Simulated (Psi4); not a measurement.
# SnClF (SMILES [F][Sn][Cl]) at M06-L/def2-TZVPP (density fitting, core potential)

Aim: the electrostatic solvation energy at fixed shape (IEF-PCM, tetrahydrofuran) of SnClF at M06-L/def2-TZVPP (density fitting, core potential), from 2 runs. 

The results are computed with Psi4 1.11.

8 further runs of the same task are left out: 3 that didn't finish, 5 set aside as unsound or not needed.

**1. The system as given**

SnClF: 3 atoms, total charge 0, spin state singlet. SMILES: `[F][Sn][Cl]`. Geometry: relaxed at PBE0-D4/def2-TZVP.

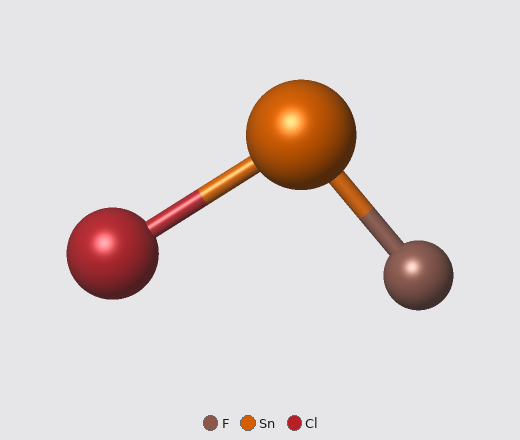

The structure, seen from a chosen angle (fluorine brown, tin orange, chlorine red).

**2. The energy at M06-L/def2-TZVPP (density fitting, core potential)**

Input file clfsn.xyz:

```xyz
3
ClFSn
F     -1.389600     0.223100    -0.744400
Sn     0.164300     0.898100     0.190700
Cl     1.214300    -1.186000     0.540500
```

Input file clfsn_ase.py:

```python
import numpy as np
from ase.calculators.psi4 import Psi4
from ase.io import read

mol = read('clfsn.xyz')
calc = Psi4(atoms=mol, method='m06-l', basis='def2-TZVPP', memory='1600MB', num_threads=1, charge=0, multiplicity=1, label='psi4-calc', reference='rks')
mol.calc = calc

print(f'energy: {mol.get_potential_energy():.6f} eV')
```

Run with:

```sh
$ python clfsn_ase.py
```

psi4-calc.dat, cut to the lines that bear on the results:

```text
[...]
    !!!  WARNING: ECP capability is in beta. Please check occupations closely.  !!!
[...]
  Running in c1 symmetry.
[...]
  Nuclear repulsion =  163.101645758871712
[...]
  Multiplicity = 1
[...]
  Nalpha       = 24
  Nbeta        = 24
[...]
    Number of basis functions: 123
[...]
 WARNING: Atomic UHF is not converging! Try casting from a smaller basis or call Rob at CCMST.
   -------------------------
[...]
   @DF-RKS iter   1:  -774.39838141339044   -1.17271e+00   6.85044e-03 ADIIS/DIIS
[...]
   @DF-RKS iter  10:  -774.64860941715403   -2.33033e-08   6.02552e-07 DIIS
[...]
    Orbital Energies [Eh]
    ---------------------
    Doubly Occupied:
       1A   -101.154709     2A    -24.447585     3A     -9.385133
       4A     -7.089431     5A     -7.086676     6A     -7.085370
       7A     -5.052459     8A     -3.410749     9A     -3.403258
      10A     -3.400253    11A     -1.116126    12A     -1.011949
      13A     -1.010051    14A     -1.007790    15A     -1.001897
      16A     -0.989948    17A     -0.763547    18A     -0.455721
      19A     -0.358339    20A     -0.345750    21A     -0.341048
      22A     -0.298137    23A     -0.290475    24A     -0.268401
[...]
  @DF-RKS Final Energy:  -774.64860941715403
   => Energetics <=
    Nuclear Repulsion Energy =            163.1016457588717117
    One-Electron Energy =               -1477.7198183807317946
    Two-Electron Energy =                 597.0104432598374160
    DFT Exchange-Correlation Energy =     -57.0408800551313391
    Empirical Dispersion Energy =           0.0000000000000000
    VV10 Nonlocal Energy =                  0.0000000000000000
    Total Energy =                       -774.6486094171540344
[...]
 Multipole Moments:
 ------------------------------------------------------------------------------------
     Multipole            Electronic (a.u.)      Nuclear  (a.u.)        Total (a.u.)
 ------------------------------------------------------------------------------------
 L = 1.  Multiply by 2.5417464519 to convert [e a0] to [Debye]
 Dipole X            :         -3.1944489            3.5496528            0.3552039
 Dipole Y            :         34.9975161          -33.7219325            1.2755836
 Dipole Z            :          2.1178522           -1.7796038            0.3382484
 Magnitude           :                                                    1.3666365
[...]
```

On the terminal:

```text
energy: -21079.262344 eV
```

Wall time 5.1 s (1 thread of Intel Xeon 6975P-C (Granite Rapids), shared host); peak memory 0.69 GiB.

**3. The energy at M06-L/def2-TZVPP (density fitting, core potential, IEF-PCM tetrahydrofuran)**

Input file input.in:

```
memory 1.6 GB

molecule system {
  F     -1.389600     0.223100    -0.744400
  Sn     0.164300     0.898100     0.190700
  Cl     1.214300    -1.186000     0.540500
  units angstrom
  symmetry c1
}

set basis def2-TZVPP
set reference rks
set pcm true

pcm = {
  Units = Angstrom
  Medium {
    SolverType = IEFPCM
    Solvent = THF
  }
  Cavity {
    Type = GePol
    RadiiSet = UFF
    Scaling = False
    Area = 0.4
    Mode = Implicit
  }
}

energy("m06-l")
```

Run with:

```sh
$ psi4 -n 1 input.in input.out
```

input.out, cut to the lines that bear on the results:

```text
[...]
    !!!  WARNING: ECP capability is in beta. Please check occupations closely.  !!!
[...]
  Running in c1 symmetry.
[...]
  Nuclear repulsion =  163.101645758871712
[...]
  Multiplicity = 1
[...]
  Nalpha       = 24
  Nbeta        = 24
[...]
    Number of basis functions: 123
[...]
 WARNING: Atomic UHF is not converging! Try casting from a smaller basis or call Rob at CCMST.
   -------------------------
[...]
   @DF-RKS iter   1:  -774.42950262520355   -1.13758e+00   6.79941e-03 DIIS/ADIIS
[...]
   @DF-RKS iter   9:  -774.66456209537262   -2.72455e-08   5.15871e-07 DIIS
[...]
    Orbital Energies [Eh]
    ---------------------
    Doubly Occupied:
       1A   -101.146977     2A    -24.442323     3A     -9.378149
       4A     -7.082176     5A     -7.079512     6A     -7.078649
       7A     -5.033761     8A     -3.391354     9A     -3.384907
      10A     -3.381908    11A     -1.112418    12A     -0.992936
      13A     -0.990978    14A     -0.988720    15A     -0.983919
      16A     -0.973528    17A     -0.759002    18A     -0.445248
      19A     -0.354693    20A     -0.343387    21A     -0.338657
      22A     -0.294227    23A     -0.288712    24A     -0.253105
[...]
  @DF-RKS Final Energy:  -774.66456209537262
   => Energetics <=
    Nuclear Repulsion Energy =            163.1016457588717117
    One-Electron Energy =               -1477.7371040955665649
    Two-Electron Energy =                 597.0498916926244419
    DFT Exchange-Correlation Energy =     -57.0594404974179241
    Empirical Dispersion Energy =           0.0000000000000000
    VV10 Nonlocal Energy =                  0.0000000000000000
    PCM Polarization Energy =              -0.0195549538842743
    Total Energy =                       -774.6645620953726166
[...]
 Multipole Moments:
 ------------------------------------------------------------------------------------
     Multipole            Electronic (a.u.)      Nuclear  (a.u.)        Total (a.u.)
 ------------------------------------------------------------------------------------
 L = 1.  Multiply by 2.5417464519 to convert [e a0] to [Debye]
 Dipole X            :         -1.6949076            2.2437521            0.5488445
 Dipole Y            :         35.6898126          -33.8806926            1.8091200
 Dipole Z            :         -0.0000006            0.0000000           -0.0000006
 Magnitude           :                                                    1.8905410
[...]
```

It took 6.3 s on 1 thread of Intel Xeon 6975P-C (Granite Rapids), shared host; peak memory 0.68 GiB.

**4. What came out**

At M06-L/def2-TZVPP (density fitting, core potential):

```
                                            quantity          value
                             gas phase: total energy  -774.64861 Eh
                            gas phase: dipole moment         3.47 D
                              gas phase: HOMO energy       -7.30 eV
                              gas phase: LUMO energy       -3.47 eV
                            gas phase: HOMO–LUMO gap        3.83 eV
              IEF-PCM, tetrahydrofuran: total energy  -774.66456 Eh
             IEF-PCM, tetrahydrofuran: dipole moment         4.81 D
               IEF-PCM, tetrahydrofuran: HOMO energy       -6.89 eV
               IEF-PCM, tetrahydrofuran: LUMO energy       -2.67 eV
             IEF-PCM, tetrahydrofuran: HOMO–LUMO gap        4.22 eV
IEF-PCM, tetrahydrofuran: solvent term in the energy   -51.3 kJ/mol
    energy change from gas to solvent at fixed shape      -0.434 eV
```

What this shows: The solvent model (IEF-PCM, tetrahydrofuran) lowers the energy by 0.43 eV (−41.9 kJ/mol) at the same shape. It holds the electrostatic part alone, without cavity or dispersion terms.
